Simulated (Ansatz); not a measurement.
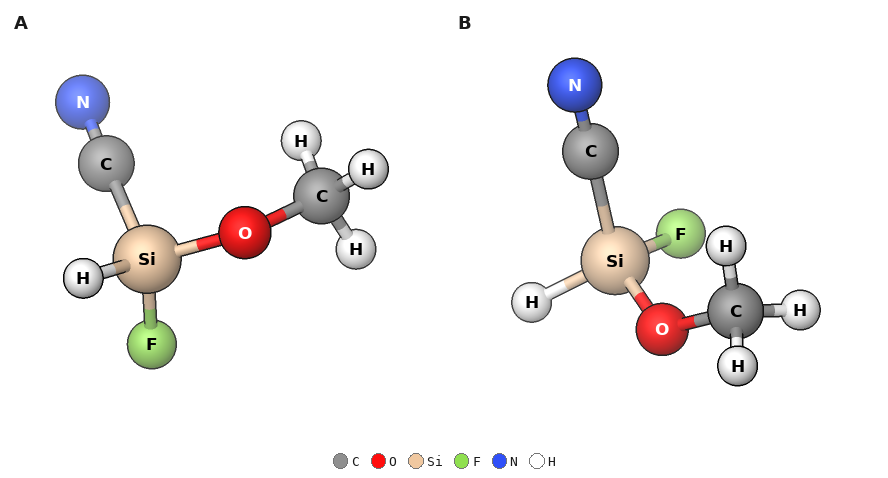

Atoms fade into the background with distance from the viewer. The computed structure is the end point of a PBE0-D4/def2-TZVP optimisation.

Question: Are A and B the same structure? If not, how do they differ?

Answer: Yes. They are the same structure, C2H4FNOSi (CO[Si@H](F)C#N), seen from two directions: a rotation takes one into the other. The geometry is chiral (C1), so its mirror image would differ.
